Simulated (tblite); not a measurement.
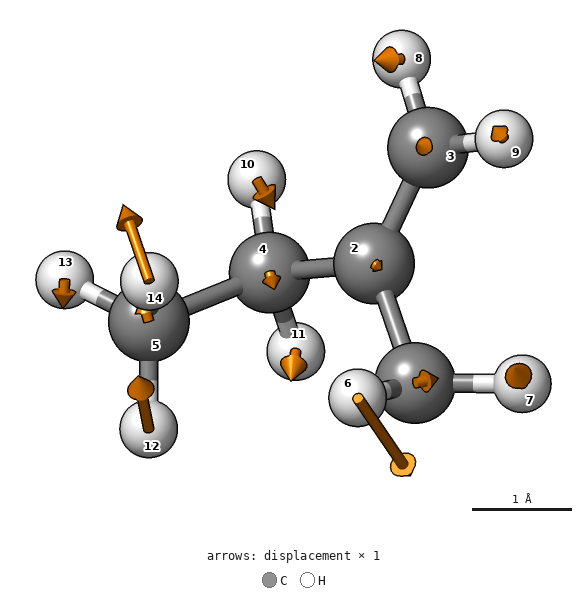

A relaxation of C5H9 (multiplicity 2). The starting structure is drawn; orange arrows show the displacements, at their true length. The two geometries are superimposed by the best rigid fit.

Style: ball-and-stick. Shown at a tilt.

All numbers below come from tblite 0.8.0, GFN2-xTB geometry optimisation, gas phase. 

What did the optimiser do to the structure, and how much energy did it gain?

An H atom moves most after the best rigid fit: 1.64 Å. Largest moves by element: H 1.64 Å, C 0.29 Å. Among the contacts that change: C–C 1.503 → 1.376 Å, C–C 1.319 → 1.376 Å, C–H 1.127 → 1.088 Å, C–H 1.104 → 1.075 Å. Among the angles between lasting bonds that change: C–C–H 110.7° → 121.2°, C–C–H 113.1° → 121.5°, C–C–H 104.3° → 110.6°. Groups turn about C–C by about 30°, C–C by about 25°. Over 103 geometry steps the energy falls by 1.235 eV.
